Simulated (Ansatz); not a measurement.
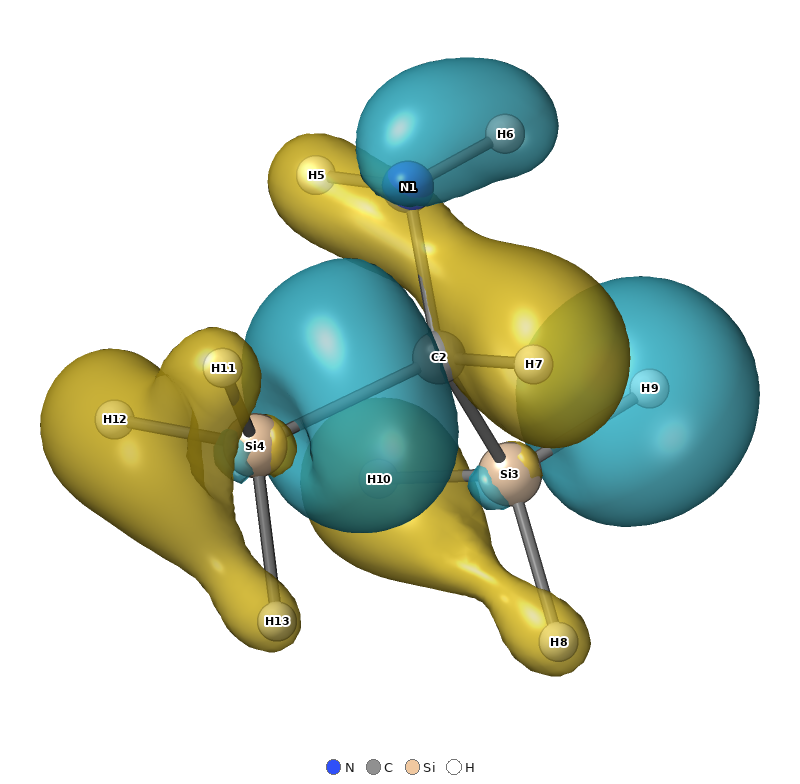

*CH9NSi2. The HOMO−1 at ±0.1 Å⁻³ᐟ² (yellow and cyan are the two phases), seen at an oblique angle.*

Geometry: PBE0-D4/def2-TZVP.

The calculation used RKS PBE0-D4/def2-TZVPP in Ansatz.

```xyz
13

N     0.4281    1.4071   -0.8169
C    -0.3836    0.3798   -0.1424
Si    0.1580    0.0569    1.6374
Si   -0.4029   -1.1680   -1.2147
H     1.3883    1.0987   -0.9150
H     0.4494    2.2680   -0.2820
H    -1.4264    0.7228   -0.1214
H    -0.7534   -0.8689    2.3652
H     0.2088    1.3578    2.3638
H     1.5310   -0.5204    1.6324
H    -1.0658   -0.9078   -2.5183
H     1.0022   -1.5931   -1.4658
H    -1.1133   -2.2676   -0.5074
```

> Where does this orbital lie, and at what energy?

Its weight (Hirshfeld) is mainly on C2 (about 25 %), Si4 (about 20 %), Si3 (about 15 %), H9 (about 15 %) and N1 (about 10 %). Its energy is −8.89 eV.
